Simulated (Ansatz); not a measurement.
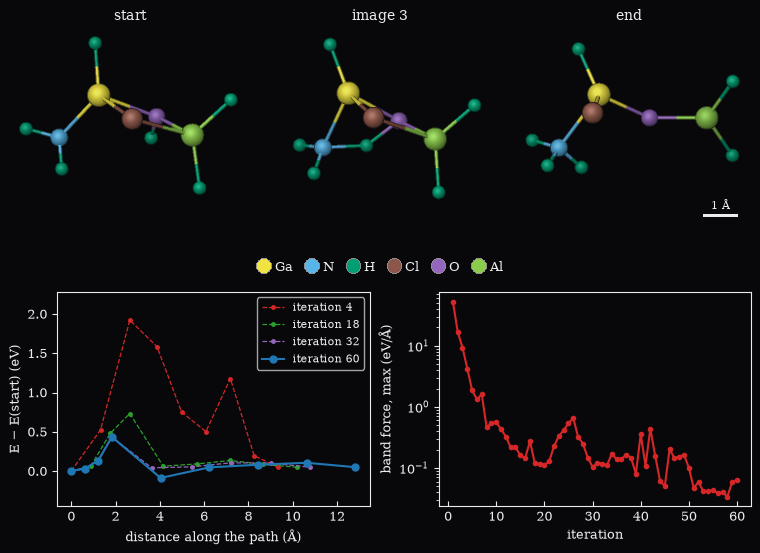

A search for the minimum-energy path of GaAlNH₆OCl by the nudged elastic band. Images are numbered from 0 (start) to 8 (end). The plot follows the band through its iterations. The picture is a ball-and-stick view, seen at a tilt.

All numbers below come from RKS PBE-D4/def2-SVP (Ansatz 0.2.0). Run with 7 movable images; climbing image; force threshold 0.03 eV/Å; iteration limit 60; starting path through a guess of the saddle point.

Question: How did the profile develop, and is the result final?

Answer: The result isn't final. The band hadn't converged when the run stopped after 60 iterations. The largest component of the band force went from 53 to 0.063 eV/Å. The barrier read from it is provisional, though the highest image hardly moved in the last two iterations. The first iteration put the highest image at 23.29 eV. Relative to the start the highest point is image 3 at +0.43 eV and the end lies at +0.05 eV, but the profile dips to −0.09 eV at image 4 on the way, so there may be more than one step; on an unconverged band the side maxima are provisional.

Cost: 11 min on 4 threads of Arm Neoverse V1 (shared host), peak memory 0.2 GiB.
